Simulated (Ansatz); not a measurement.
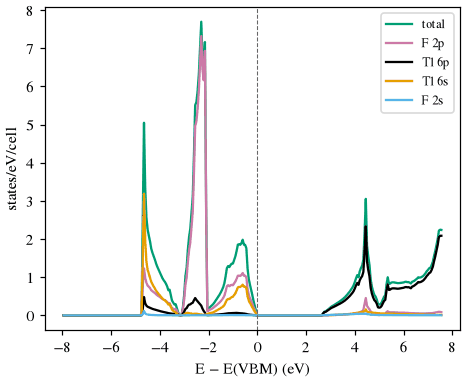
Total and projected density of states of TlF (rock salt, Fm-3m), r²SCAN+D4 (plane waves, PAW; program Ansatz)

Q: Which orbitals carry the states next to the gap?

A: Top 1 eV of the valence band: F 2p 57 %, Tl 6s 40 %. Bottom 1 eV of the conduction band: Tl 6p 84 %, F 2s 6 %. Projections are on Löwdin-orthogonalised atomic valence shells; empty p or d shells of many metals are not among them.

Q: Where is the tallest occupied peak in this window, and what makes it?

A: Near -2.3 eV, about 7.7 states/eV per cell; the largest projected share is F 2p.

The workflow started from an entry of the Crystallography Open Database (COD); the relaxed space group is not among those it files for this formula. COD files the formula under space group No. 28, 57, 69, 129, 139, so this cell is another polymorph or a model. Its standing as an ambient phase is unchecked. Symmetry was held in the r²SCAN+D4 relaxation; whether a distortion lowers the energy is not shown. Scalar-relativistic: spin–orbit coupling is off unless named, which matters more the heavier the elements.

Potentials: the later of the program's two PAW sets.
